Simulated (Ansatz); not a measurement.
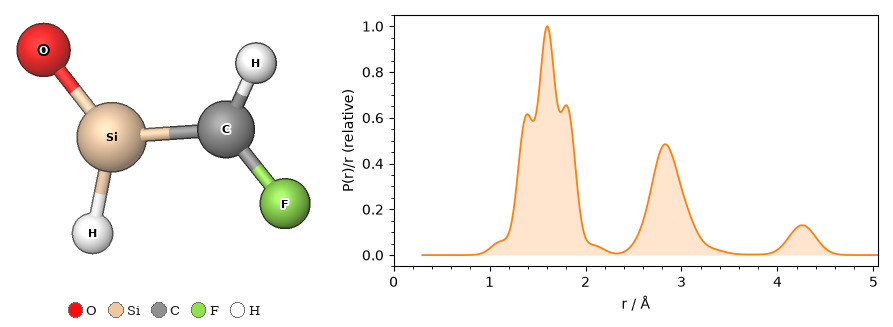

Simulated gas electron diffraction: radial distribution curve of CH2FOSi (spin multiplicity 2). Each pair of atoms contributes with weight ZᵢZⱼ/r; damping constant 0.002 Å²; vibrational amplitudes assumed, not computed: 0.05 Å for bonds, 0.078 Å for bonds to H, 0.06 + 0.015 r up to 0.15 Å for other pairs. The geometry is the end point of an optimisation (UKS PBE/STO-3G in Ansatz 0.2.0); it may be a saddle point or a higher isomer. SMILES: [O][SiH]=CF.

**Assign the first 5 clear peaks of the radial distribution curve (– bonded, ··· not bonded).**

Peak 1, 1.39 Å: F–C 1.37 Å; in its flanks C–H 1.12 Å
Peak 2, 1.60 Å: Si–H 1.47 Å, Si–O 1.60 Å, not resolved
Peak 3, 1.80 Å: Si–C 1.81 Å; in its flanks F···H 2.08 Å
Peak 4, 2.83 Å: Si···F 2.82 Å, O···C 3.01 Å, not resolved
Peak 5, 4.26 Å: F···O 4.26 Å
